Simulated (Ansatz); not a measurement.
Abstraction of H: how K changes with temperature for BHF2 + GeH3(SnH2) ⇌ BF2 + GeH3(SnH3)

Gas-phase species: BHF2 `FBF`, singlet; GeH3(SnH2), doublet; BF2 `F[B]F`, doublet; GeH3(SnH3), singlet. A radical takes H: the energy is the difference in strength between the B–H bond broken and the Sn–H bond made.

The electronic reaction energy at CCSD(T)/def2-TZVPP is +147.3 kJ/mol. Shapes: PBE0-D4/def2-TZVP. Programs: Ansatz 0.2.0. Enthalpy and entropy come from rigid-rotor, harmonic-oscillator sums on unscaled PBE0-D4/def2-TZVP wavenumbers, ideal gases at 1 bar. Symmetry numbers: BHF2 2, GeH3(SnH2) 1, BF2 2, GeH3(SnH3) 3. R = 8.3145 J/(mol K).

| T (K) | ΔH (kJ/mol) | ΔS (J/(mol K)) |
| --- | --- | --- |
| 500 | +141.2 | -7.1 |
| 700 | ? | ? |
| 900 | +142.5 | -5.1 |

Work out ln K at 500 and 900 K, and from these estimate it at 700 K.


1. 500 K: ΔG = +141.2 − 500 × (-7.1)/1000 = +144.8 kJ/mol; ln K = −ΔG/RT = -34.83.
2. 900 K: ΔG = +142.5 − 900 × (-5.1)/1000 = +147.1 kJ/mol; ln K = −ΔG/RT = -19.66.
3. Slope against 1000/T: (-19.66 − (-34.83))/(1.1111 − 2.0000) = -17.07, that is −ΔH/R with ΔH near +142 kJ/mol.
4. 700 K: ln K = -34.83 + (-17.07) × (1.4286 − 2.0000) = -25.08.

The full sums give ΔH = +141.9 kJ/mol, ΔS = -5.9 J/(mol K), ΔG = +146.0 kJ/mol and ln K = -25.09 at 700 K, so the line is off by +0.01 in ln K; without rounding the miss is +0.02, from the change of ΔH with temperature. The reactants are favoured over this whole range. An error of 10 kJ/mol in the energy moves ln K by 1.7 at 700 K. Soft modes are treated as harmonic, which can err either way at these temperatures; the lowest are those of GeH3(SnH2) (83 cm⁻¹), GeH3(SnH3) (84 cm⁻¹). Other reactions of these species are left aside. Open shells run unrestricted. For atoms past krypton def2 sets carry core potentials with scalar relativity. Relativity is left out for Ge. Outer-core shells of Ge, Sn are correlated, in sets that cover them unevenly.

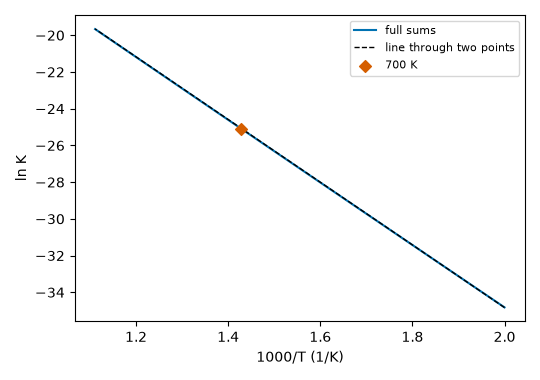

The van 't Hoff plot.
